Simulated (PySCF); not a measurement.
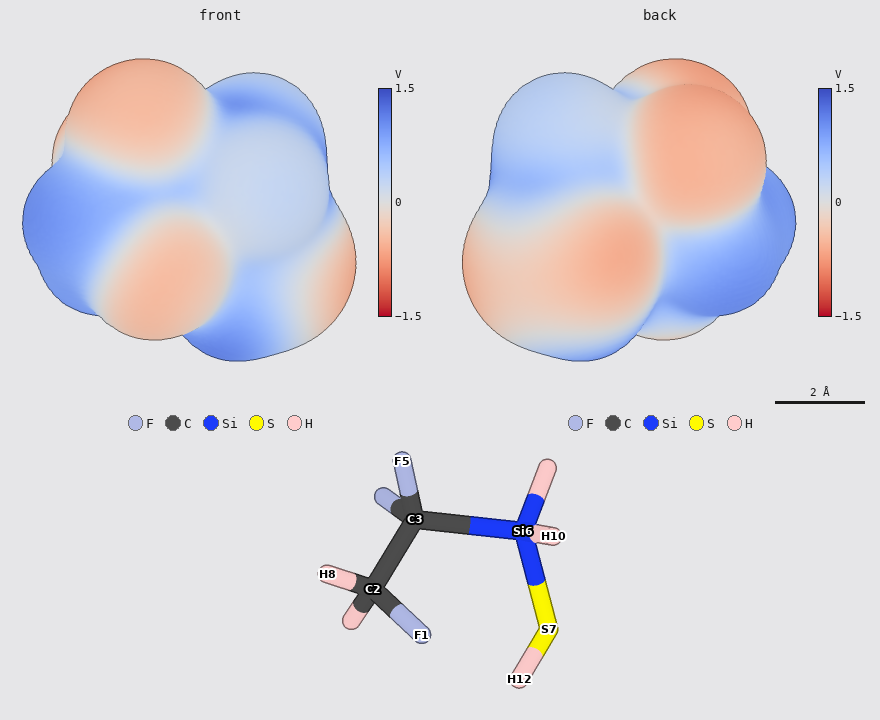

C2H5F3SSi (SMILES FCC(F)(F)[SiH2]S). The electrostatic potential painted on the density surface at 0.001 e/bohr³, seen from the front and from behind; the colour scale runs from red (negative) to blue (positive). The bare structure is drawn below in the same view.

Geometry: GFN2-xTB.

Method: PySCF, B3LYP/def2-SVPD, SCF density, gas phase.

```yaml
atoms:
  - { symbol: F, position_ang: [-0.5047, -1.3738, 1.0362] }
  - { symbol: C, position_ang: [-1.2073, -0.8622, -0.0276] }
  - { symbol: C, position_ang: [-0.6979, 0.5395, -0.3365] }
  - { symbol: F, position_ang: [-0.8121, 0.7552, -1.6825] }
  - { symbol: F, position_ang: [-1.5366, 1.4649, 0.2280] }
  - { symbol: Si, position_ang: [1.1178, 0.9249, 0.2597] }
  - { symbol: S, position_ang: [2.4680, -0.5953, -0.3904] }
  - { symbol: H, position_ang: [-2.2660, -0.8577, 0.2454] }
  - { symbol: H, position_ang: [-1.0298, -1.5177, -0.8850] }
  - { symbol: H, position_ang: [1.0440, 0.9993, 1.7099] }
  - { symbol: H, position_ang: [1.5116, 2.1257, -0.4516] }
  - { symbol: H, position_ang: [1.9143, -1.6035, 0.2684] }
```

> Where is the surface potential most negative and most positive?

The most negative region (about −0.7 V) lies over F4 and F5, the most positive (about +1.0 V) over Si6, H8, H9 and H12.

> What dipole moment does the calculation give?

Its dipole moment is 1.05 D.
